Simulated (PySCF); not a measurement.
# CHF₃OSi: what the fields show

The calculation's input:

```
{"job": {"kind": "nmr", "xc": "PBE0", "basis": "pcSseg-2"}, "charge": 0, "multiplicity": 1}
C      1.782600     0.817543     0.303220
O      0.921746    -0.152721     0.547443
Si    -0.624499    -0.472839     0.009354
F     -0.633014    -1.893275    -0.694556
F     -1.085627     0.645919    -1.021930
F     -1.596203    -0.489111     1.261463
H      1.265821     1.510507    -0.427761
```

Command:

```sh
OMP_NUM_THREADS=1 python cluster_run.py task.json out
```

Geometry: PBE0-D3(BJ)/def2-SVP.

All numbers below come from PySCF 2.14.0, PBE0/pcSseg-2, SCF density, gas phase, non-relativistic.

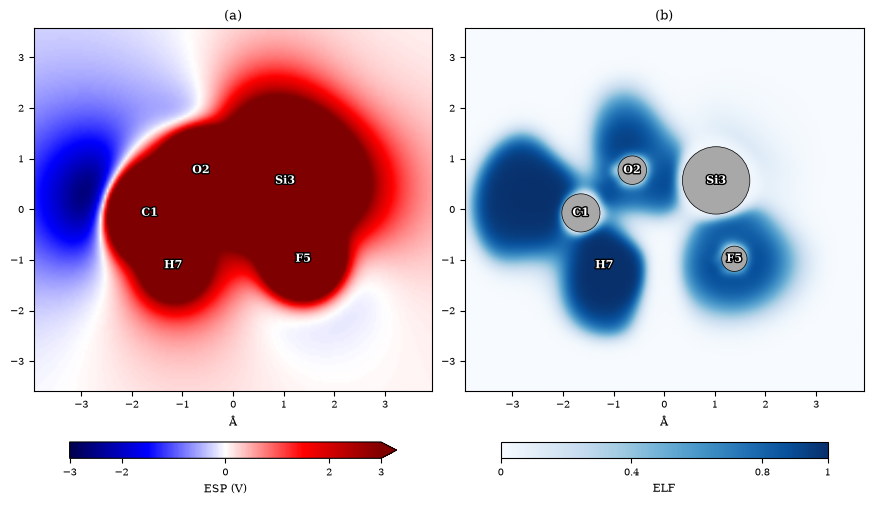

Figure 1. (a) electrostatic potential; (b) electron localisation function on the plane of atoms C1, O2 and Si3. Grey discs cover the atomic cores in the ELF map.

> What do the fields say about this system?

The section cuts through C, O, Si, F and H sites. C–O (1.32 Å): the ELF peaks at about 0.85 between the atoms, as expected for a shared but strongly polarised pair. Si–F (1.59 Å): the ELF peaks at about 0.85 in the valence shell of F, 0.6 Å from its nucleus, and is about 0.55 at the midpoint. Si–O (1.67 Å): the ELF peaks at about 0.90 between the atoms, as expected for a shared but strongly polarised pair. C–H (1.13 Å): the ELF climbs to about 1 towards the hydrogen, as it does in any bond to H: a covalent bond by its length. The ELF also peaks beside F5, C1 and O2, away from the bonds: lone-pair regions. Outside the dense part of the molecule the potential is most negative (−2.6 V) near C1.

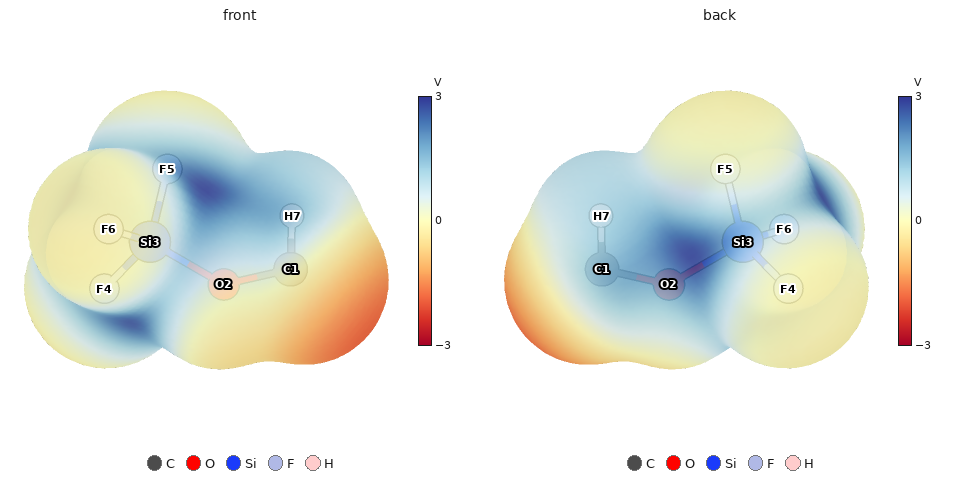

Figure 2. The molecular electrostatic potential painted on the density surface at 0.002 e/bohr³, seen from the front and from behind; red is negative and blue positive.

> Describe the electrostatic potential map.

The most negative region (about −1.8 V) lies over C1, the most positive (about +2.8 V) over Si3.

> What dipole moment does the calculation give?

Its dipole moment is 1.80 D.
